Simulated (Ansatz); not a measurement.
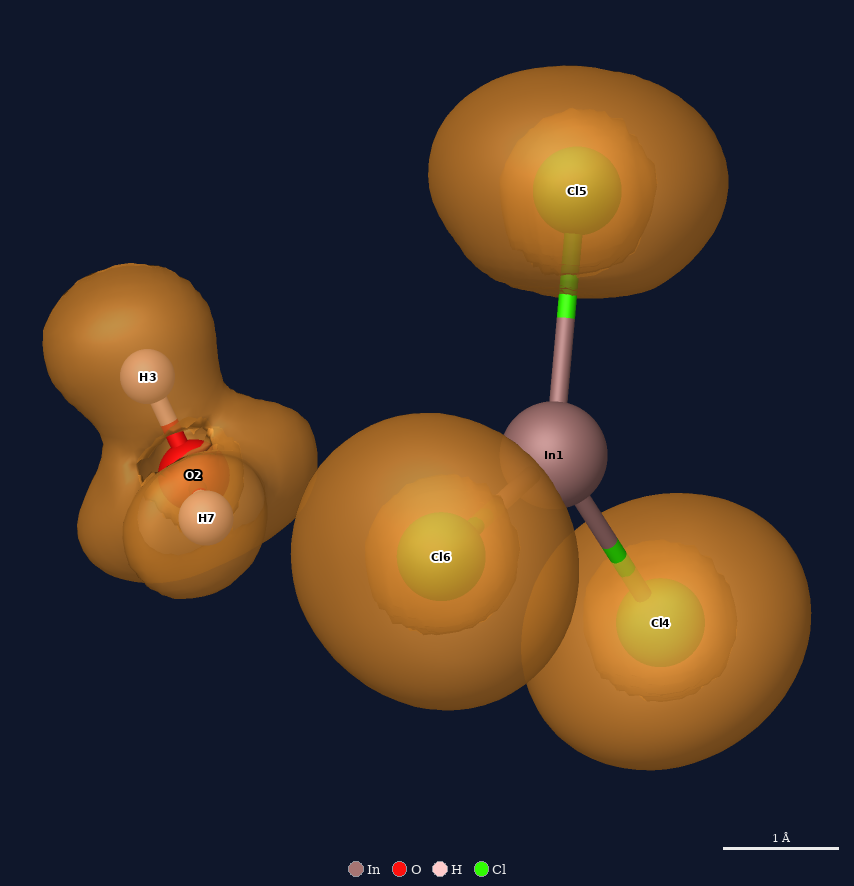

*Cl$_{3}$In···H$_{2}$O. Isosurface of the electron localisation function at 0.75 (orange), seen at a tilt. Core shells and regions of very low density are left out.*

Core potentials replace the inner electrons of In; not at a stationary point (largest force 1.1 eV/Å).

All numbers below come from RKS PBE0-D4/def2-SVP in Ansatz 0.2.0.

Input file:

```
crystal:
  periodic: [false, false, false]
  atoms:
    - { symbol: In, position_ang: [0.0, 0.0, 0.0] }
    - { symbol: O, position_ang: [0.0, 0.0, 2.34] }
    - { symbol: H, position_ang: [-0.9095, -0.2814, 2.6771] }
    - { symbol: Cl, position_ang: [2.113, 0.0, -1.22] }
    - { symbol: Cl, position_ang: [-2.113, 0.0, -1.22] }
    - { symbol: Cl, position_ang: [0.5844, 2.5337, 0.864] }
    - { symbol: H, position_ang: [0.3027, 1.3126, 2.092] }
basis:
  gaussian: { orbitals: def2-SVP }
hamiltonian:
  xc: pbe0
  dispersion: d4
relax:
  f_tol: 0.15
  max_steps: 25
  restrain:
    - { distance: [0, 5], at: 2.44, k: 30.0 }
    - { distance: [6, 1], at: 1.01, k: 30.0 }
    - { distance: [0, 1], at: 3.19, k: 30.0 }
    - { distance: [6, 5], at: 2.57, k: 30.0 }
output:
  orbitals: {}
```

Launched as:

```sh
ansatz run input.yaml --threads 2 --pin off --max-ram 3072MiB --backend cpu --events-out ev --progress --plain --runs-dir out
```

The fields are those of the run's last geometry, not of the input's.

Q: Identify the bonds, lone pairs and shells in this picture.

A: At this value the surface marks out three regions wrapped around Cl (the valence shell of each) and one joined region spread over several atoms (H, O), in which their bonds and any lone pairs are merged. Profiles from the grid: In1···O2 (3.17 Å): the ELF dips to about 0.05 between them. In–Cl (2.32 Å): the ELF peaks at about 0.80 in the valence shell of Cl, 0.8 Å from its nucleus, and drops to about 0.15 between the two atoms.
